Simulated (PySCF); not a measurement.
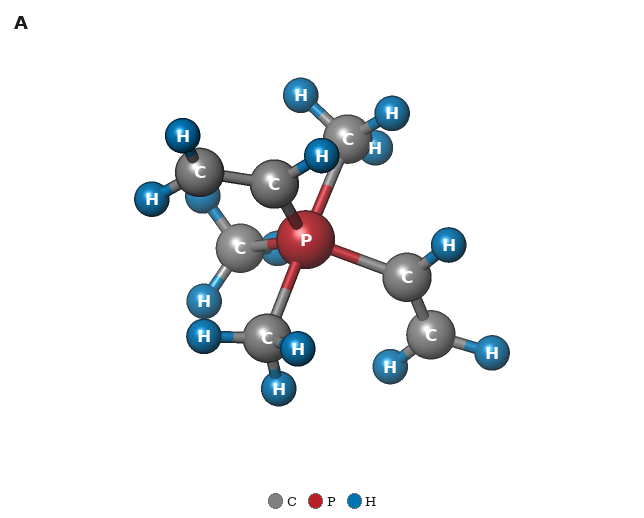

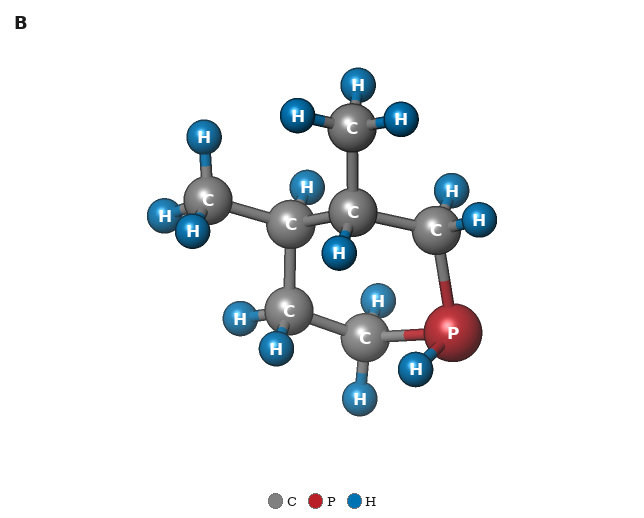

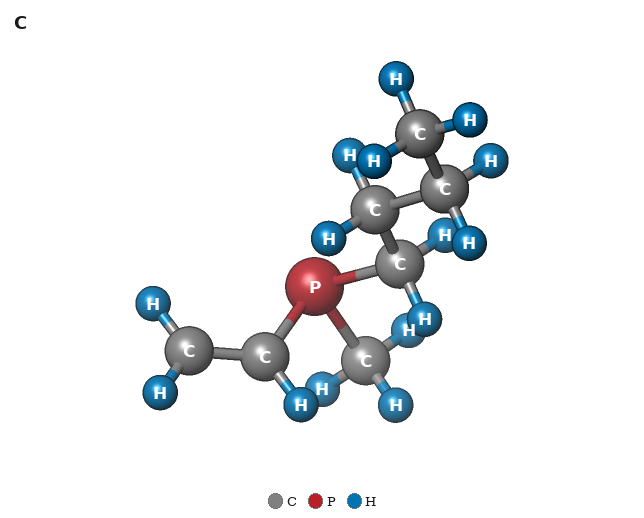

3 stationary structures of one formula. Geometries: GFN2-xTB. Electronic energies: PBE0/pcSseg-1 (PySCF 2.14.0), without zero-point energy. No frequency run is at hand to confirm each as a minimum. Each is one conformer, not always the lowest.

**Are they conformers, stereoisomers or constitutional isomers?**

They are constitutional isomers of C7H15P: A `C=CP(C)(C)(C)C=C`, B `C[C@@H]1CCPC[C@H]1C`, C `C=CP(C)CCCC`.

**Which structure is the most stable?**

B is lowest; C lies 0.918 eV above it, A lies 3.890 eV above it.

The geometry is semi-empirical. Around P such bond lengths and angles can be off by a tenth of an ångström or more and by several degrees, and values that hang on the shape move with them.
